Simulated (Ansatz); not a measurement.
```yaml
atoms:
  - { symbol: Cl, position_ang: [-2.8749, -1.4427, -0.8285] }
  - { symbol: Si, position_ang: [-0.9641, -0.5361, -1.8378] }
  - { symbol: Si, position_ang: [-2.5421, 0.8734, -0.9578] }
  - { symbol: H, position_ang: [-1.0080, 0.3634, -0.3735] }
```

Geometry: r2SCAN-D4/def2-SVP.

Theory: isolated molecule in a Gaussian basis; Kohn-Sham density functional theory, functional PBE0 in Ansatz.

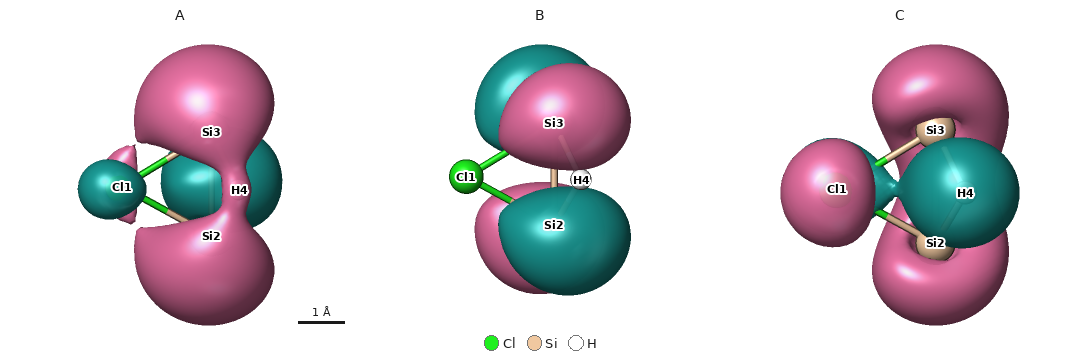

ClHSi$_{2}$. Three frontier orbitals at ±0.08 Å⁻³ᐟ² (teal and pink are the two phases), in no order.

Question: Order the three orbitals by energy and name them.

Answer: C is the HOMO−1 (−8.15 eV). It lies mainly on Si2 (about 30 %), Si3 (about 30 %), Cl1 (about 20 %) and H4 (about 15 %); π-bonding across Si2–Si3. A is the HOMO (−6.09 eV). By Hirshfeld shares it lies mainly on Si2 (about 45 %), Si3 (about 45 %) and Cl1 (about 5 %). B is the LUMO (−2.20 eV). Its weight (Hirshfeld) is mainly on Si2 (about 45 %) and Si3 (about 45 %); π-antibonding (π*) across Si2–Si3.

Question: What is the HOMO–LUMO gap?

Answer: 3.89 eV between the orbital energies.
